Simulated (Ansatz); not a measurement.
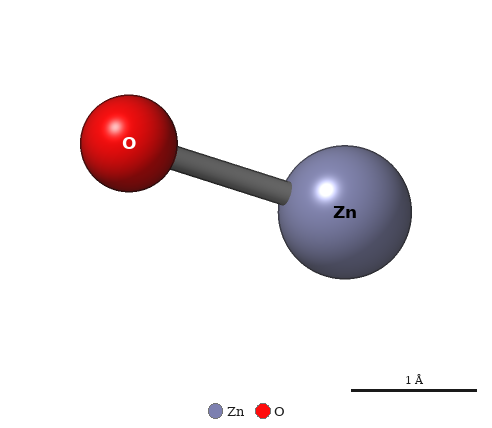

The species is neutral and a spin singlet. Geometry: a fixed input geometry, not necessarily a minimum. Basis: cc-pVTZ. Computed at fixed atoms with Ansatz. R, U and RO name restricted, unrestricted and restricted open-shell orbitals; core potentials come with def2 and Stuttgart sets past Kr, some runs use density fitting (about 1 meV), and each entry rests on the lowest determinant that the runs found.

```xyz
2
charge 0, multiplicity 1
Zn    0.0000    0.0000    0.0000
O     0.0000    0.0000    1.9437
```

Give total energies (hartree) and correlation energies for R-BCCD(T) (6 frozen); R-CCSD(T) (6 frozen).

```json
{"method": "R-CCSD(T) (6 frozen)", "energy (Eh)": "-1853.6701", "correlation (mEh)": "-1092.4"}
{"method": "R-BCCD(T) (6 frozen)", "energy (Eh)": "-1853.6709", "correlation (mEh)": "–"}
```
